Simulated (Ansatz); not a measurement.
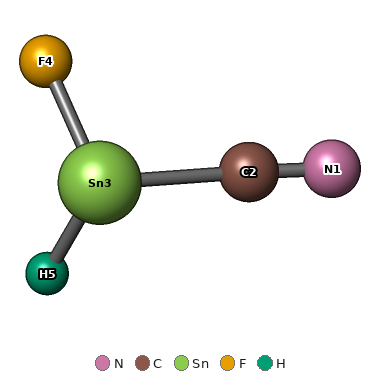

The system is CHFNSn, SMILES N#[C][SnH][F], spin multiplicity 2; the picture shows the reference structure. The first coordinate is: umbrella angle at Sn3 (between each of its bonds and their common axis; 90 is planar); the second: change of the bonds Sn3–C2, Sn3–F4, Sn3–H5, all alike. Nothing is relaxed (all other coordinates rigid). The scan uses a 15 × 15 grid. Points are written as (first, second). All energies are given in eV relative to the lowest grid point. All numbers below come from Ansatz 0.2.0, UKS PBE0-D4/def2-SVP.

Its coordinates:

```tsv
atom	x (Å)	y (Å)	z (Å)
N	1.3199	-1.4855	1.5081
C	0.8278	-0.7994	0.7102
Sn	0.0765	0.4361	-0.8635
F	-1.7612	-0.1574	-1.0425
H	0.0106	2.0654	-0.2795
```

Range: umbrella angle at Sn3 (between each of its bonds and their common axis; 90 is planar) from 55.1 to 124.9°; change of the bonds Sn3–C2, Sn3–F4, Sn3–H5, all alike from −0.213 to 0.329 Å.

What landscape does the calculation give?

Answer. The lowest grid point is at (114.9°, 0.019 Å). There is a further well near (65.1°, 0.019 Å) (0.009 eV above the lowest at that grid point). The highest grid point, (124.9°, −0.213 Å), lies 2.28 eV above the lowest. On the interpolated surface the easiest way out of the lowest well to the well at about (67°, 0.00 Å) passes a barrier of about 1.1 eV. Round the minimum the two coordinates are weakly coupled (coupling −0.07 in units of the two stiffnesses).

```csv
"second ↓, first →",55.1,60.1,65.1,70.0,75.0,80.0,85.0,90.0,95.0,100.0,105.0,110.0,114.9,119.9,124.9
0.329,1.79,1.64,1.58,1.60,1.71,1.88,2.06,2.15,2.05,1.86,1.70,1.60,1.58,1.64,1.79
0.290,1.52,1.37,1.30,1.33,1.44,1.64,1.86,1.97,1.84,1.62,1.43,1.32,1.30,1.37,1.53
0.252,1.28,1.11,1.04,1.07,1.20,1.41,1.67,1.81,1.64,1.39,1.18,1.06,1.03,1.11,1.29
0.213,1.04,0.86,0.79,0.82,0.96,1.19,1.49,1.67,1.46,1.16,0.94,0.81,0.78,0.86,1.05
0.174,0.83,0.64,0.56,0.59,0.74,0.99,1.33,1.57,1.30,0.96,0.71,0.58,0.55,0.64,0.84
0.136,0.66,0.45,0.36,0.39,0.55,0.82,1.19,1.51,1.15,0.78,0.52,0.38,0.35,0.45,0.67
0.097,0.51,0.29,0.19,0.23,0.39,0.67,1.07,1.48,1.02,0.63,0.36,0.21,0.19,0.29,0.52
0.058,0.42,0.18,0.07,0.10,0.26,0.55,0.97,1.32,0.91,0.51,0.24,0.08,0.06,0.18,0.43
0.019,0.38,0.12,0.01,0.03,0.20,0.49,0.89,1.16,0.83,0.44,0.16,0.02,0.00,0.12,0.39
−0.019,0.41,0.14,0.01,0.03,0.19,0.47,0.85,1.07,0.80,0.43,0.16,0.01,0.00,0.14,0.43
−0.058,0.53,0.24,0.10,0.11,0.26,0.53,0.88,1.05,0.83,0.49,0.23,0.09,0.09,0.24,0.55
−0.097,0.76,0.44,0.29,0.29,0.43,0.68,0.99,1.13,0.95,0.64,0.39,0.26,0.28,0.44,0.78
−0.136,1.11,0.76,0.59,0.58,0.71,0.94,1.21,1.33,1.17,0.90,0.67,0.56,0.58,0.77,1.12
−0.174,1.59,1.22,1.03,1.00,1.11,1.32,1.56,1.66,1.52,1.28,1.07,0.98,1.02,1.22,1.61
−0.213,2.25,1.85,1.64,1.60,1.68,1.87,2.07,2.15,2.04,1.83,1.65,1.57,1.63,1.86,2.28
```

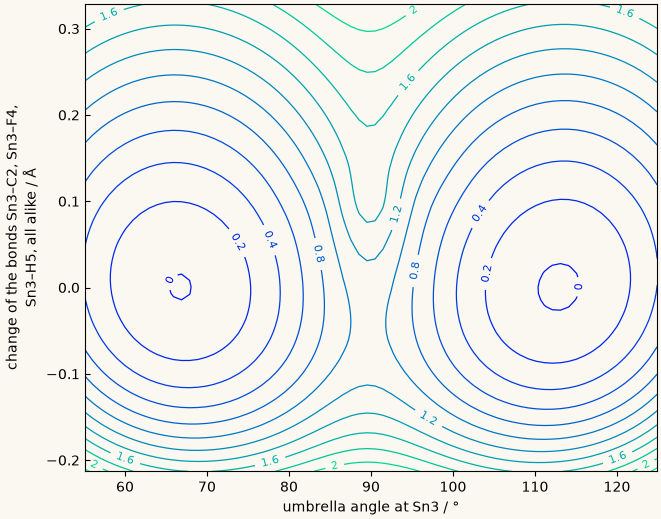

Drawn: contour lines labelled in eV. Between grid points the surface is interpolated.

Each point was launched as `ansatz run input.yaml --threads 1 --pin off --max-ram 2560MiB --backend cpu --events-out ev --progress --plain --runs-dir out`. The whole map (225 points run) took 32 min on 1 thread of Arm Neoverse N1 (shared host).
